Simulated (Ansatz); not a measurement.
Cost and result by functional for the adsorption energy of NH2 on the 1x1 (110) surface of zinc-blende GaAs (cut with top plane As + Ga), one in a 2x1 cell, started at the site 'top Ga', in Ansatz (plane waves, PAW). Single points on the PBE structure, on one kind of machine; costs are rough ratios of the slab run's core time (references not counted) to the cheapest single point. r2SCAN's cost holds its higher cutoff (500 against 420 eV). Differences are taken against r2SCAN for comparison alone: no measured value is at hand, so the table doesn't rank accuracy. The points keep PBE's geometry, so the relaxation of a polaron and the settling of charge on one site are left out.

Host crystal: zinc-blende GaAs, with a band gap (PBE, scalar-relativistic without spin-orbit coupling).

Set-up: 23 atoms, 8.6 Å thick at the start under the adsorbate (thin: gaps and levels are the slab's own); mesh 3x4x1; 0.01 eV smearing; dipole correction on; 8 atoms held, the rest relaxed; symmetry of the start imposed; spin-polarised, ending with about 0.7 μB a cell, a value that depends on the mesh; orders that need a larger cell were not tried, no spin-orbit, no U, no dispersion correction. The slab shows no gap over 0.04 eV on its mesh. At the end it is bonded to Ga. In PBE this state lies 0.04 eV over the lowest of the starts that converged ('bridge As-Ga (span 5.0 Å)'). These notes are the PBE run's. r2SCAN: The program's check for a lower electronic state was not made. Adsorption energies are against NH3(g) − ½ H2(g). A negative adsorption energy means that the adsorbate is more stable on the surface than in its reference.

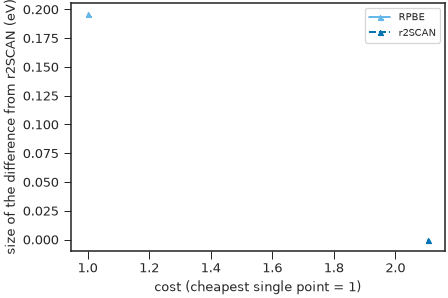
Fig. 1. Difference from r2SCAN against cost

| functional | relative cost | adsorption energy (eV) | less r2SCAN (eV) |
|---|---|---|---|
| RPBE | 1 | 1.00 | 0.20 |
| r2SCAN | 2 | 0.80 | 0.00 |
| PBE (the relaxed run's value) | – | 0.87 | 0.07 |

The values span 0.20 eV, while the single points' costs differ by a factor of roughly 2. Differences are of unrounded values.

Ansatz is an electronic-structure program.
